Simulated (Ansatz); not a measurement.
# ClFGaH3OSi: one species, many methods, part 2 of 2

Ansatz 0.2.0, Gaussian basis; functionals in def2-TZVPP, the program's frozen cores in correlated methods.

## Step 14: CAM-B3LYP-D4 (range-separated)

Input file in.yaml:

```yaml
crystal:
  periodic: [false, false, false]
  atoms:
    - {symbol: F, position_ang: [-0.086272, -1.890285, 1.766401]}
    - {symbol: Ga, position_ang: [1.083137, -1.126081, 0.732019]}
    - {symbol: Cl, position_ang: [3.076447, -1.787164, 0.771659]}
    - {symbol: O, position_ang: [0.552717, 0.175942, -0.309301]}
    - {symbol: Si, position_ang: [-0.843913, 0.971247, -0.655337]}
    - {symbol: H, position_ang: [-1.431131, 1.560175, 0.576771]}
    - {symbol: H, position_ang: [-1.832907, 0.044108, -1.265091]}
    - {symbol: H, position_ang: [-0.518078, 2.052067, -1.617132]}
basis:
  gaussian: {orbitals: def2-TZVPP}
hamiltonian: {xc: {name: CAM-B3LYP}, dispersion: d4}
output: {orbitals: {seedname: orbitals}}
```

Launch:

```bash
$ ansatz run in.yaml --threads 4 --pin off --events-out ev --progress --plain --max-ram 10444MiB
```

Output, cut to the lines that bear on the results:

```text
Functional definition: CAM-B3LYP
  name "CAM-B3LYP"
  cite "Yanai, Tew & Handy, Chem. Phys. Lett. 393, 51 (2004) doi:10.1016/j.cplett.2004.06.011"
  cite "Iikura, Tsuneda, Yanai & Hirao, J. Chem. Phys. 115, 3540 (2001) doi:10.1063/1.1383587"
  cite "Becke, Phys. Rev. A 38, 3098 (1988) doi:10.1103/PhysRevA.38.3098"
  cite "Lee, Yang & Parr, Phys. Rev. B 37, 785 (1988) doi:10.1103/PhysRevB.37.785"
  cite "Vosko, Wilk & Nusair, Can. J. Phys. 58, 1200 (1980) doi:10.1139/p80-159"
[...]
  # Exact exchange under (alpha + beta erf(omega r))/r, Becke's under what is left of 1/r.
[...]
1491 factors; their error is unknown
309 factors; integrals over basis functions are off by at most 1.4e-5 eV
[...]
mean field -77601.00238785 eV, -2851.7842379049 hartree, gradient 5.2e-5 eV, S^2 0.000000; 0 other end points of the search recorded, 0 dependent functions left out
reference -77601.00252666 eV, -2851.7842430061 hartree; 41, 41 occupied and 195, 195 virtual orbitals, 1491 factors
Total energy: -77601.17871640 eV, -2851.7907178595 hartree
```

It took 3.6 s on 4 threads of AMD EPYC 7B13, shared host; peak memory 0.89 GiB.

Atomisation energy: 2641.1 kJ/mol (free atoms -77573.806 eV, run apart). HOMO -10.56 eV, LUMO -0.86 eV.

## Step 15: LC-ωPBE (range-separated)

in.yaml: that of step 14 with these lines changed.

```diff
@@ -13,3 +13,3 @@
   gaussian: {orbitals: def2-TZVPP}
-hamiltonian: {xc: {name: CAM-B3LYP}, dispersion: d4}
+hamiltonian: {xc: {name: LC-wPBE}}
 output: {orbitals: {seedname: orbitals}}
```

Launched as before.

Output, cut to the lines that bear on the results:

```text
Functional definition: LC-wPBE
  name "LC-wPBE"
  cite "Vydrov & Scuseria, J. Chem. Phys. 125, 234109 (2006) doi:10.1063/1.2409292"
  cite "Heyd & Scuseria, J. Chem. Phys. 120, 7274 (2004) doi:10.1063/1.1668634"
  cite "Ernzerhof & Perdew, J. Chem. Phys. 109, 3313 (1998) doi:10.1063/1.476928"
  cite "Perdew, Burke & Ernzerhof, Phys. Rev. Lett. 77, 3865 (1996) doi:10.1103/PhysRevLett.77.3865"
  parent pbe
[...]
1434 factors; their error is unknown
401 factors; integrals over basis functions are off by at most 4.7e-5 eV
[...]
mean field -77582.99027212 eV, -2851.1223048609 hartree, gradient 5.9e-5 eV, S^2 0.000000; 0 other end points of the search recorded, 0 dependent functions left out
reference -77582.99027213 eV, -2851.1223048612 hartree; 41, 41 occupied and 195, 195 virtual orbitals, 1434 factors
Total energy: -77582.99027213 eV, -2851.1223048612 hartree
```

Run time: 2.4 s. Hardware: 4 threads of AMD EPYC 7B13, shared host; peak memory 0.49 GiB.

With the free atoms at this level, -77555.726 eV in sum, the atomisation energy is 2630.6 kJ/mol. HOMO -11.93 eV, LUMO 0.52 eV.

## Step 16: ωB97X-V (range-separated)

in.yaml: that of step 15 with these lines changed.

```diff
@@ -13,3 +13,3 @@
   gaussian: {orbitals: def2-TZVPP}
-hamiltonian: {xc: {name: LC-wPBE}}
+hamiltonian: {xc: {name: wB97X-V}}
 output: {orbitals: {seedname: orbitals}}
```

The command is unchanged.

Output, cut to the lines that bear on the results:

```text
Functional definition: wB97X-V
  name "wB97X-V"
  cite "Mardirossian & Head-Gordon, Phys. Chem. Chem. Phys. 16, 9904 (2014) doi:10.1039/C3CP54374A"
  cite "Becke, J. Chem. Phys. 107, 8554 (1997) doi:10.1063/1.475007"
  cite "Vydrov & Van Voorhis, J. Chem. Phys. 133, 244103 (2010) doi:10.1063/1.3521275"
[...]
      + integral(e_c_pw_opposite_spin*poly(b97_u_opposite, cos0, cos1)) + vv10(b, c)
1488 factors; their error is unknown
289 factors; integrals over basis functions are off by at most 2.2e-5 eV
[...]
mean field -77588.86138029 eV, -2851.3380641064 hartree, gradient 6.3e-5 eV, S^2 0.000000; 0 other end points of the search recorded, 0 dependent functions left out
reference -77588.86137807 eV, -2851.3380640248 hartree; 41, 41 occupied and 195, 195 virtual orbitals, 1488 factors
Total energy: -77588.86137807 eV, -2851.3380640248 hartree
```

Wall time 7 s (4 threads of AMD EPYC 7B13, shared host); peak memory 0.95 GiB.

With the free atoms at this level, -77561.234 eV in sum, the atomisation energy is 2665.6 kJ/mol. HOMO -11.58 eV, LUMO 0.32 eV.

## Step 17: ωB97M-V (range-separated)

in.yaml: that of step 16 with these lines changed.

```diff
@@ -13,3 +13,3 @@
   gaussian: {orbitals: def2-TZVPP}
-hamiltonian: {xc: {name: wB97X-V}}
-output: {orbitals: {seedname: orbitals}}
+hamiltonian: {xc: {name: wB97M-V}}
+output: {forces: true, orbitals: {seedname: orbitals}}
```

The command is unchanged.

Output, cut to the lines that bear on the results:

```text
Functional definition: wB97M-V
  name "wB97M-V"
  cite "Mardirossian & Head-Gordon, J. Chem. Phys. 144, 214110 (2016) doi:10.1063/1.4952647"
  cite "Becke, J. Chem. Phys. 107, 8554 (1997) doi:10.1063/1.475007"
  cite "Vydrov & Van Voorhis, J. Chem. Phys. 133, 244103 (2010) doi:10.1063/1.3521275"
  # Of w^i u^j: cxij and so on, Table III.
[...]
  gx(w, u) = 1 - cx + cx01*u + cx10*w
  gss(w, u) = css00 + css04*u^4 + css10*w + css20*w^2 + css43*w^4*u^3
  gos(w, u) = cos00 + cos10*w + (cos20 + cos21*u)*w^2 + (cos60 + cos61*u)*w^6
[...]
      + integral(e_c_pw_mod_opposite_spin*gos(b97_w_opposite, b97_u_opposite)) + vv10(b, c)
1488 factors; their error is unknown
289 factors; integrals over basis functions are off by at most 2.2e-5 eV
[...]
mean field -77593.07240055 eV, -2851.4928162468 hartree, gradient 8.9e-5 eV, S^2 0.000000; 0 other end points of the search recorded, 0 dependent functions left out
[...]
reference -77593.07245447 eV, -2851.4928182281 hartree; 41, 41 occupied and 195, 195 virtual orbitals, 1488 factors
Total energy: -77593.07245447 eV, -2851.4928182281 hartree
Atom 0 at    -0.086272    -1.890285     1.766401 Å, force    -0.069977    -0.033878     0.048797 eV/Å
Atom 1 at     1.083137    -1.126081     0.732019 Å, force     0.100275    -0.024007    -0.002107 eV/Å
Atom 2 at     3.076447    -1.787164     0.771659 Å, force     0.021184    -0.009512     0.002212 eV/Å
Atom 3 at     0.552717     0.175942    -0.309301 Å, force     0.011070     0.013452    -0.016023 eV/Å
Atom 4 at    -0.843913     0.971247    -0.655337 Å, force    -0.201039     0.148969    -0.084320 eV/Å
Atom 5 at    -1.431131     1.560175     0.576771 Å, force     0.070818    -0.071734    -0.140603 eV/Å
Atom 6 at    -1.832907     0.044108    -1.265091 Å, force     0.114847     0.104325     0.074558 eV/Å
Atom 7 at    -0.518078     2.052067    -1.617132 Å, force    -0.047178    -0.127615     0.117485 eV/Å
Dipole moment:     0.025552     0.124912    -0.122607 e Å
```

It took 10 s on 4 threads of AMD EPYC 7B13, shared host; peak memory 0.99 GiB.

With the free atoms at this level, -77565.701 eV in sum, the atomisation energy is 2640.9 kJ/mol. HOMO -11.41 eV, LUMO 0.09 eV.

## Step 18: B2PLYP (double hybrid)

in.yaml: that of step 17 with these lines changed.

```diff
@@ -13,3 +13,2 @@
   gaussian: {orbitals: def2-TZVPP}
-hamiltonian: {xc: {name: wB97M-V}}
-output: {forces: true, orbitals: {seedname: orbitals}}
+hamiltonian: {xc: {name: B2PLYP}}
```

Same command.

Output, cut to the lines that bear on the results:

```text
Functional definition: B2PLYP
  name "B2PLYP"
  cite "Grimme, J. Chem. Phys. 124, 034108 (2006) doi:10.1063/1.2148954"
  cite "Becke, Phys. Rev. A 38, 3098 (1988) doi:10.1103/PhysRevA.38.3098"
  cite "Lee, Yang & Parr, Phys. Rev. B 37, 785 (1988) doi:10.1103/PhysRevB.37.785"
[...]
1447 factors; integrals over basis functions are off by at most 9.5e-4 eV
[...]
mean field -77570.03293688 eV, -2850.6461315735 hartree, gradient 6.4e-6 eV, S^2 0.000000; 0 other end points of the search recorded, 0 dependent functions left out
21 core orbitals not correlated: weight in the atoms' cores, before any rotation towards them, 1.000 or more for the frozen orbitals, at most 0.000 for the correlated occupied ones
reference -77570.03311679 eV, -2850.6461381852 hartree; 20, 20 occupied and 195, 195 virtual orbitals, 1447 factors
second order -33.47163835 eV of doubles, -0.00000000 eV of singles
Total energy: -77579.07045915 eV, -2850.9782543910 hartree
```

Run time: 4.7 s. Hardware: 4 threads of AMD EPYC 7B13, shared host; peak memory 0.64 GiB.

With the free atoms at this level, -77552.013 eV in sum, the atomisation energy is 2610.6 kJ/mol.

## Step 19: PBE-QIDH (double hybrid)

in.yaml: that of step 18 with these lines changed.

```diff
@@ -13,2 +13,2 @@
   gaussian: {orbitals: def2-TZVPP}
-hamiltonian: {xc: {name: B2PLYP}}
+hamiltonian: {xc: {name: PBE-QIDH}}
```

Launched as before.

Output, cut to the lines that bear on the results:

```text
Functional definition: PBE-QIDH
  name "PBE-QIDH"
  cite "Brémond, Sancho-García, Pérez-Jiménez & Adamo, J. Chem. Phys. 141, 031101 (2014) doi:10.1063/1.4890314"
  cite "Perdew, Burke & Ernzerhof, Phys. Rev. Lett. 77, 3865 (1996) doi:10.1103/PhysRevLett.77.3865"
[...]
1447 factors; integrals over basis functions are off by at most 9.5e-4 eV
[...]
mean field -77554.72302628 eV, -2850.0835027364 hartree, gradient 4.2e-6 eV, S^2 0.000000; 0 other end points of the search recorded, 0 dependent functions left out
21 core orbitals not correlated: weight in the atoms' cores, before any rotation towards them, 1.000 or more for the frozen orbitals, at most 0.000 for the correlated occupied ones
reference -77554.72303992 eV, -2850.0835032377 hartree; 20, 20 occupied and 195, 195 virtual orbitals, 1447 factors
second order -30.99628471 eV of doubles, -0.00000000 eV of singles
Total energy: -77565.05513482 eV, -2850.4632007220 hartree
```

Wall time 4.9 s (4 threads of AMD EPYC 7B13, shared host); peak memory 0.64 GiB.

Atomisation energy: 2626.7 kJ/mol (free atoms -77537.831 eV, run apart).

## Step 20: Orbital energies across the functionals

Dipoles come from the runs that computed forces. Levels, from each run's orbital file:

```csv
functional,HOMO (eV),LUMO (eV),gap (eV),dipole (D)
LDA (SPW92),-7.79,-3.12,4.66,
PBE-D4,-7.69,-2.79,4.90,0.85
revPBE-D4,-7.64,-2.63,5.00,
BLYP-D4,-7.60,-2.76,4.84,
r2SCAN-D4,-8.05,-2.48,5.57,0.87
B97M-V,-8.13,-2.67,5.46,
PBE0-D4,-9.12,-1.81,7.31,
B3LYP-D4,-8.91,-2.16,6.75,0.90
r2SCANh-D4,-8.58,-2.14,6.44,
r2SCAN0-D4,-9.36,-1.63,7.74,
HSE06-D4,-8.71,-2.18,6.53,
BHLYP-D4,-10.50,-0.92,9.58,
CAM-B3LYP-D4,-10.56,-0.86,9.70,
LC-ωPBE,-11.93,0.52,12.45,
ωB97X-V,-11.58,0.32,11.89,
ωB97M-V,-11.41,0.09,11.50,0.85
```

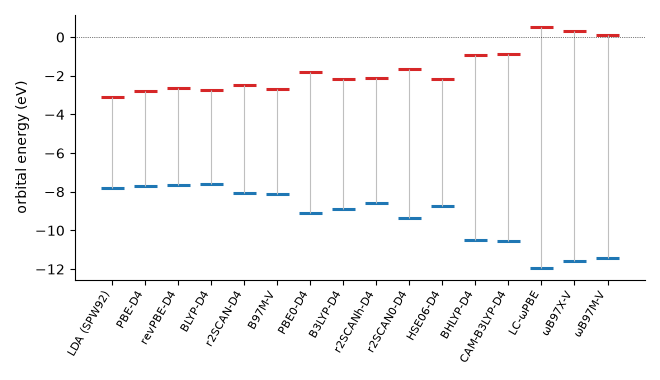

Highest occupied (blue) and lowest empty (red) level by functional.

## Step 21: CCSD(T) in def2-SVP

in.yaml: that of step 19 with these lines changed.

```diff
@@ -12,3 +12,3 @@
 basis:
-  gaussian: {orbitals: def2-TZVPP}
-hamiltonian: {xc: {name: PBE-QIDH}}
+  gaussian: {orbitals: def2-SVP}
+correlation: {method: ccsd_t}
```

Same command.

Output, cut to the lines that bear on the results:

```text
Functional definition: HF
  name "HF"
  cite "Fock, Z. Phys. 61, 126 (1930) doi:10.1007/BF01340294"
  parent pbe
[...]
1049 factors; integrals over basis functions are off by at most 1.1e-3 eV
[...]
mean field -77478.44791765 eV, -2847.2804441956 hartree, gradient 2.9e-6 eV, S^2 0.000000; 0 other end points of the search recorded, 0 dependent functions left out
21 core orbitals not correlated: weight in the atoms' cores, before any rotation towards them, 1.000 or more for the frozen orbitals, at most 0.000 for the correlated occupied ones
reference -77478.44791765 eV, -2847.2804441956 hartree; 20, 20 occupied and 70, 70 virtual orbitals, 1049 factors
second order -21.92156561 eV of doubles, -0.00000000 eV of singles
cycle   1  -21.80405638 eV  change    1.2e-1 eV  update   1.2e-1
[...]
cycle   9  -22.55588895 eV  change   -2.0e-5 eV  update   2.0e-5
perturbative correction -0.52513241 eV, -0.0192982600 hartree
Total energy: -77501.52893901 eV, -2848.1286560854 hartree
```

It took 6 s on 4 threads of AMD EPYC 7B13, shared host; peak memory 0.51 GiB.

## Step 22: CCSD(T) in def2-TZVPP

in.yaml: that of step 21 with these lines changed.

```diff
@@ -12,3 +12,4 @@
 basis:
-  gaussian: {orbitals: def2-SVP}
+  gaussian: {orbitals: def2-TZVPP}
 correlation: {method: ccsd_t}
+output: {orbitals: {seedname: orbitals}}
```

The command is unchanged.

Output, cut to the lines that bear on the results:

```text
Functional definition: HF
  name "HF"
  cite "Fock, Z. Phys. 61, 126 (1930) doi:10.1007/BF01340294"
  parent pbe
[...]
1447 factors; integrals over basis functions are off by at most 9.5e-4 eV
[...]
mean field -77498.55254957 eV, -2848.0192757911 hartree, gradient 4.6e-6 eV, S^2 0.000000; 0 other end points of the search recorded, 0 dependent functions left out
21 core orbitals not correlated: weight in the atoms' cores, before any rotation towards them, 1.000 or more for the frozen orbitals, at most 0.000 for the correlated occupied ones
reference -77498.55254957 eV, -2848.0192757911 hartree; 20, 20 occupied and 195, 195 virtual orbitals, 1447 factors
second order -27.54801333 eV of doubles, -0.00000000 eV of singles
cycle   1  -27.37799141 eV  change    1.7e-1 eV  update   1.3e-1
[...]
cycle   9  -28.26582244 eV  change   -3.9e-5 eV  update   2.9e-5
perturbative correction -1.03363897 eV, -0.0379855315 hartree
Total energy: -77527.85201098 eV, -2849.0960111380 hartree
```

It took 2.2 min on 4 threads of AMD EPYC 7B13, shared host; peak memory 4.2 GiB.

## Step 23: MP2 in def2-QZVPP

in.yaml: that of step 22 with these lines changed.

```diff
@@ -12,4 +12,3 @@
 basis:
-  gaussian: {orbitals: def2-TZVPP}
-correlation: {method: ccsd_t}
-output: {orbitals: {seedname: orbitals}}
+  gaussian: {orbitals: "def2-QZVPP.json"}
+correlation: {method: mp2}
```

The command is unchanged.

Output:

```text
Functional definition: HF
  name "HF"
  cite "Fock, Z. Phys. 61, 126 (1930) doi:10.1007/BF01340294"
  parent pbe
  exchange = exact_x
  correlation = 0
2662 factors; integrals over basis functions are off by at most 1.1e-3 eV
mean field evaluation 1: about -77495.8317 eV, gradient 5.0e1 eV
mean field evaluation 2: about -77495.9652 eV, gradient 5.0e1 eV
mean field evaluation 4: about -77500.4446 eV, gradient 3.8e0 eV
mean field evaluation 8: about -77500.4963 eV, gradient 4.2e-1 eV
mean field -77500.49681332 eV, -2848.0907261658 hartree, gradient 2.8e-6 eV, S^2 0.000000; 0 other end points of the search recorded, 0 dependent functions left out
21 core orbitals not correlated: weight in the atoms' cores, before any rotation towards them, 1.000 or more for the frozen orbitals, at most 0.000 for the correlated occupied ones
reference -77500.49681332 eV, -2848.0907261658 hartree; 20, 20 occupied and 392, 392 virtual orbitals, 2662 factors
second order -36.20870710 eV of doubles, -0.00000000 eV of singles
Total energy: -77536.70552042 eV, -2849.4213716087 hartree
```

Wall time 17 s (4 threads of AMD EPYC 7B13, shared host); peak memory 2.3 GiB.

The pieces so far (eV):

```csv
basis,HF,MP2 correlation,CCSD correlation,(T),total
def2-SVP,-77478.4479,-21.9216,-22.5559,-0.5251,-77501.5289
def2-TZVPP,-77498.5525,-27.5480,-28.2658,-1.0336,-77527.8520
def2-QZVPP,-77500.4968,-36.2087,,,-77536.7055 (MP2)
```

The report of the def2-TZVPP run gives T1 = 0.0132.

## Step 24: Extrapolating to the complete basis

This step is arithmetic on the last runs, with X = 3 and 4: exp(−7.88√X) for Hartree-Fock, X^−2.97 for correlation; only MP2 was run in the larger set, so CCSD(T) minus MP2 is added from the smaller one.

```csv
level,energy at the limit (eV)
HF,-77500.7646
MP2,-77543.3886
CCSD,-77544.1065
CCSD(T),-77545.1401
```

This is no true limit for total energies: MP2 correlation changes by a factor of 1.31 from triple to quadruple zeta (about 1.07 in light molecules), because outer-core shells are correlated in sets not made for them. Much of that cancels between molecule and atoms or ions.

## Step 25: RPA on PBE orbitals

in.yaml: that of step 23 with these lines changed.

```diff
@@ -12,3 +12,4 @@
 basis:
-  gaussian: {orbitals: "def2-QZVPP.json"}
-correlation: {method: mp2}
+  gaussian: {orbitals: def2-TZVPP}
+hamiltonian: {xc: pbe}
+correlation: {method: rpa}
```

The command is unchanged.

Output, cut to the lines that bear on the results:

```text
Functional definition: PBE
  name "PBE"
  cite "Perdew, Burke & Ernzerhof, Phys. Rev. Lett. 77, 3865 (1996) doi:10.1103/PhysRevLett.77.3865"
  parent pbe
[...]
1447 factors; integrals over basis functions are off by at most 9.5e-4 eV
[...]
mean field -77576.20682907 eV, -2850.8730179269 hartree, gradient 3.1e-6 eV, S^2 0.000000; 0 other end points of the search recorded, 0 dependent functions left out
21 core orbitals not correlated: weight in the atoms' cores, before any rotation towards them, 1.000 or more for the frozen orbitals, at most 0.000 for the correlated occupied ones
reference -77496.10743242 eV, -2847.9294193931 hartree; 20, 20 occupied and 195, 195 virtual orbitals, 1447 factors
Total energy: -77539.60840422 eV, -2849.5280506207 hartree
```

Run time: 4.1 s. Hardware: 4 threads of AMD EPYC 7B13, shared host; peak memory 0.52 GiB.

RPA correlation: -43.501 eV. No RPA run of the hydrogen atom was made, so RPA has no atomisation energy below.

## Step 26: The ladder

Atomisation energy = energies of 1 F, 1 Ga, 1 Cl, 1 O, 1 Si, 3 H (separate runs, same level) minus the molecule's; electronic only, no spin-orbit term.

Differences are taken before rounding.

```csv
method,rung,"atoms, summed (eV)",atomisation energy (kJ/mol),from CCSD(T)/CBS (kJ/mol),time
LDA (SPW92),LDA,-77380.413,3002.2,+335.9,1.3 s
PBE-D4,GGA,-77549.025,2641.7,-24.6,2.3 s
revPBE-D4,GGA,-77562.535,2567.3,-98.9,2 s
BLYP-D4,GGA,-77572.954,2598.6,-67.7,1.8 s
r2SCAN-D4,meta-GGA,-77566.978,2656.9,-9.3,3.8 s
B97M-V,meta-GGA,-77553.909,2653.4,-12.8,6 s
PBE0-D4,hybrid,-77552.367,2597.7,-68.5,3.2 s
B3LYP-D4,hybrid,-77574.032,2605.1,-61.1,5.5 s
r2SCANh-D4,hybrid,-77566.576,2633.2,-33.0,4.9 s
r2SCAN0-D4,hybrid,-77566.002,2599.9,-66.3,5.5 s
HSE06-D4,hybrid,-77551.740,2599.7,-66.5,3.5 s
BHLYP-D4,hybrid,-77569.772,2542.8,-123.5,3.3 s
CAM-B3LYP-D4,range-separated,-77573.806,2641.1,-25.1,3.6 s
LC-ωPBE,range-separated,-77555.726,2630.6,-35.7,2.4 s
ωB97X-V,range-separated,-77561.234,2665.6,-0.6,7 s
ωB97M-V,range-separated,-77565.701,2640.9,-25.3,10 s
B2PLYP,double hybrid,-77552.013,2610.6,-55.6,4.7 s
PBE-QIDH,double hybrid,-77537.831,2626.7,-39.5,4.9 s
HF/def2-TZVPP,wavefunction,-77478.382,1946.1,-720.1,
MP2/def2-TZVPP,wavefunction,-77498.274,2684.8,+18.6,
CCSD/def2-TZVPP,wavefunction,-77500.300,2558.6,-107.6,
CCSD(T)/def2-SVP,wavefunction,-77475.870,2475.7,-190.5,6 s
CCSD(T)/def2-TZVPP,wavefunction,-77500.897,2600.7,-65.5,2.2 min
MP2/CBS,wavefunction,-77514.884,2750.3,+84.1,
CCSD(T)/CBS,wavefunction,-77517.507,2666.2,0,2.4 min
```

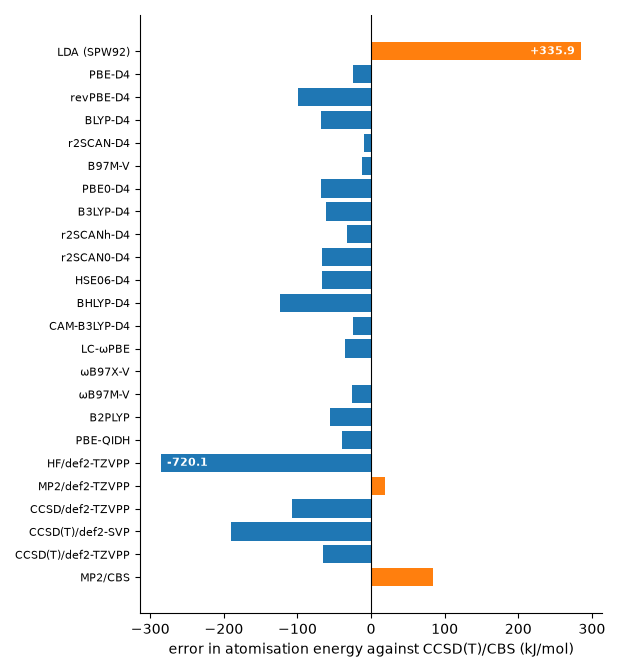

Error of each method against CCSD(T)/CBS. Bars with a number in them are cut short.

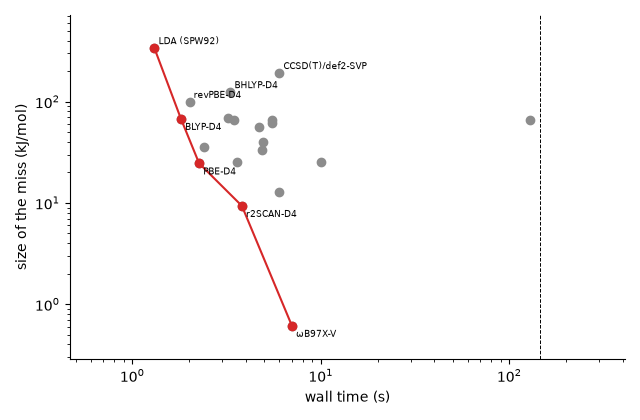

Miss against cost. Red marks the levels that no quicker level drawn beats (of those quicker than the yardstick), and the dashed line is the time of CCSD(T)/CBS. Only those levels and the largest misses are named. Times are from a shared host.

LDA (SPW92), LC-ωPBE, B2PLYP, PBE-QIDH carry no dispersion term (for B3LYP, D4 adds 31.0 kJ/mol).

Times are those of the molecule's run; HF, MP2 and CCSD come out of the CCSD(T) runs, and the limit's time is the sum of the runs that it needs.

## Step 27: Summary of results

This closing draws on all 2 parts.

| quantity | value |
| --- | --- |
| atomisation energy, CCSD(T)/CBS | 2666.2 kJ/mol |
| functionals within 26.7 kJ/mol (1.0 %) | PBE-D4, r2SCAN-D4, B97M-V, CAM-B3LYP-D4, ωB97X-V, ωB97M-V |
| farthest beyond LDA | BHLYP-D4 (-123.5 kJ/mol) |
| mean size of error, GGA | 63.7 kJ/mol |
| mean size of error, meta-GGA | 11.1 kJ/mol |
| mean size of error, hybrid | 69.8 kJ/mol |
| mean size of error, range-separated | 21.7 kJ/mol |
| mean size of error, double hybrid | 47.5 kJ/mol |
| gap, smallest and largest | 4.66 eV (LDA (SPW92)), 12.45 eV (LC-ωPBE) |
| T1 diagnostic | 0.0132 |
| triples share of the correlation energy | 3.5 % |

**Reading.** The LDA atomisation energy is off by 335.9 kJ/mol (13 %): it overbinds. PBE-D4 misses by -24.6 kJ/mol. Double hybrids carry the basis error of their MP2 part in triple zeta, and no dispersion term here, so their miss is partly the set-up's. The rungs meta-GGA, range-separated miss on average by less than the doubt on the reference (26.7 kJ/mol), so they tie. The reference freezes the cores and leaves out relativity and excitations past (T), and its outer-core shells are covered unevenly, so misses under about 26.7 kJ/mol can't be ranked. Hartree-Fock recovers 73 % of the binding; the rest is correlation. CCSD(T) in def2-SVP is off by -190.5 kJ/mol, more than most functionals: a good method in a small basis is no reference. The gap grows from 4.7 to 12.4 eV across the functionals, mostly with the share of exact exchange. Correlated methods include outer-core shells of Ga, which these sets cover unevenly.

ωB97X-V reaches 0.6 kJ/mol from the reference in 7 s, where CCSD(T)/CBS took 2.4 min; the quickest level in the cost chart, LDA (SPW92), takes 1.3 s and misses by 335.9 kJ/mol.
